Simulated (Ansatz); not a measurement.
# HO4W (charge −1): what the fields show

```xyz
6

W     0.1829    0.3141    0.2800
O     0.1481    0.2915    2.0397
O     1.8475    0.3220   -0.2966
O    -0.6327    1.7519   -0.3291
O    -0.7356   -1.2907   -0.3694
H    -0.8102   -1.3888   -1.3246
```

Geometry: r2SCAN-D4/def2-SVPD; core potentials replace the inner electrons of W.

Level of theory: Ansatz, RKS PBE0-D4/def2-TZVPD.

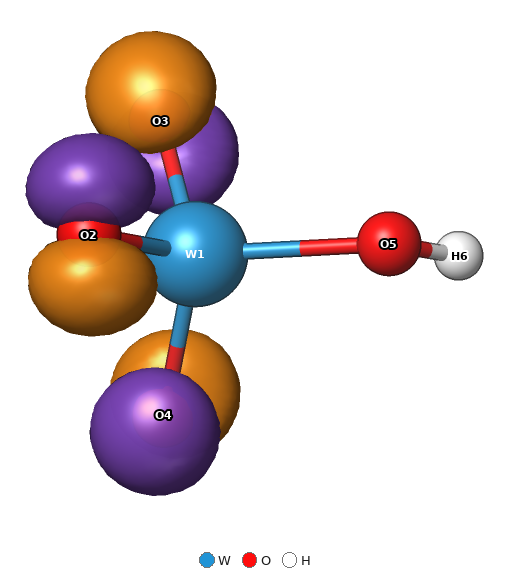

Figure 1. The HOMO at ±0.2 Å⁻³ᐟ² (orange and purple are the two phases), seen from one side.

**Describe this orbital and give its energy.**

It lies mainly on O4 (about 30 %), O3 (about 30 %) and O2 (about 30 %); largely a combination of lone pairs on O4, O3 and O2. Its energy is −3.09 eV.

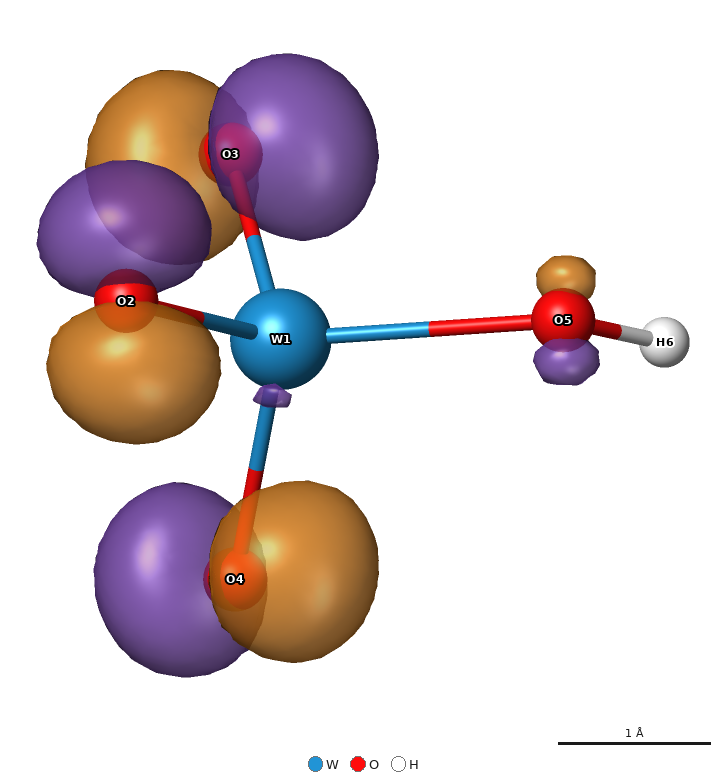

Figure 2. The HOMO−1 at ±0.2 Å⁻³ᐟ² (orange and purple are the two phases), seen from one side.

**What is the character of this orbital?**

By Hirshfeld shares it lies mainly on O4 (about 30 %), O3 (about 30 %), O2 (about 25 %) and W1 (about 10 %); largely a combination of lone pairs on O4, O3 and O2. Its energy is −3.35 eV.
